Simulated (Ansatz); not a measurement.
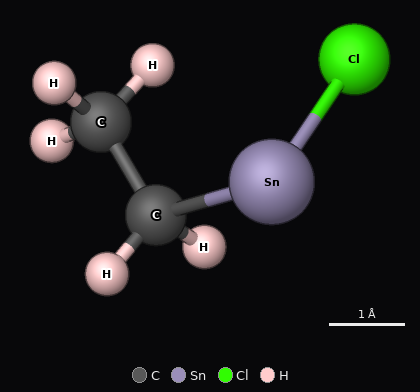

Fig. 1: The structure (ball-and-stick view, seen at a tilt). Sticks mark near contacts. Bond lengths as drawn: Cl–Sn 2.37 Å, C–C 1.53 Å, C–H 1.04 to 1.16 Å and C–Sn 2.27 Å.

Run report: C2H5ClSn, single-point calculation

System: C2H5ClSn, multiplicity 9.
Method: UKS B3LYP5/def2-TZVPD (Ansatz 0.2.0).

Some settings of this run were made unusual or wrong on purpose. The geometry comes from this level: PBE0-D4/def2-TZVP.

The input
```yaml
crystal:
  periodic: [false, false, false]
  atoms:
    - {symbol: C, position_ang: [-0.370984, 0.916486, 0.043172]}
    - {symbol: C, position_ang: [0.273314, -0.294399, 0.721337]}
    - {symbol: Sn, position_ang: [1.494877, -1.571768, -0.697014]}
    - {symbol: Cl, position_ang: [-0.265292, -1.832761, -2.255093]}
    - {symbol: H, position_ang: [-1.021416, 0.627751, -0.799047]}
    - {symbol: H, position_ang: [-0.964696, 1.436007, 0.724915]}
    - {symbol: H, position_ang: [0.394020, 1.674714, -0.374071]}
    - {symbol: H, position_ang: [0.913108, -0.049270, 1.577523]}
    - {symbol: H, position_ang: [-0.463746, -1.033905, 1.032143]}
basis:
  gaussian: {orbitals: def2-TZVPD, fitting: {mean_field: def2-universal-jkfit}}
magnetization: {spin_polarized: true, initial_magnetization: 8}
hamiltonian: {xc: {name: B3LYP5}, pseudopotentials: {relativity: scalar}}
```

Launch command:
```bash
ansatz run in.yaml --threads 4 --pin off --events-out ev --progress --plain --max-ram 10444MiB
```

Output
```
Functional definition: B3LYP5
  name "B3LYP5"
  cite "Stephens, Devlin, Chabalowski & Frisch, J. Phys. Chem. 98, 11623 (1994) doi:10.1021/j100096a001"
  cite "Becke, Phys. Rev. A 38, 3098 (1988) doi:10.1103/PhysRevA.38.3098"
  cite "Lee, Yang & Parr, Phys. Rev. B 37, 785 (1988) doi:10.1103/PhysRevB.37.785"
  cite "Vosko, Wilk & Nusair, Can. J. Phys. 58, 1200 (1980) doi:10.1139/p80-159"
  parameter a0 = 0.2
  parameter ax = 0.72
  parameter ac = 0.81
  exchange = (1 - a0 - ax)*slater_x + ax*b88_x + a0*exact_x
  correlation = (1 - ac)*vwn5_c + ac*lyp_c
586 factors; integrals over basis functions are off by at most 4.3e-1 eV
mean field evaluation 1: about -20484.8409 eV, gradient 6.8e1 eV
mean field evaluation 2: about -19750.3658 eV, gradient 3.1e2 eV
mean field evaluation 4: about -20500.6017 eV, gradient 4.5e1 eV
mean field evaluation 8: about -20519.3327 eV, gradient 2.8e0 eV
mean field evaluation 16: about -20519.3988 eV, gradient 2.5e-2 eV
mean field evaluation 32: about -20519.3988 eV, gradient 3.9e-4 eV
mean field evaluation 64: about -20518.9419 eV, gradient 3.4e0 eV
mean field -20519.39883997 eV, -754.0739988209 hartree, gradient 9.3e-6 eV, S^2 20.008636; 9 other end points of the search recorded, 0 dependent functions left out
reference -20519.39907374 eV, -754.0740074119 hartree; 32, 24 occupied and 189, 197 virtual orbitals, 586 factors
Total energy: -20519.39907374 eV, -754.0740074119 hartree
Relativity: scalar
```

Outcome

- outcome: converged
- total energy: −20519.3991 eV
- ⟨S²⟩: 20.009
- SCF solution under orbital rotations: stable
- hardware: 4 threads of Arm Neoverse V1, 23 GiB of memory available, shared host
- wall time: 23 s (CPU time 88 s)
- peak memory: 0.69 GiB

What went wrong

A setting was made wrong on purpose: spin. The run converged all the same; its numbers are those of the faulty input and shouldn't be used.
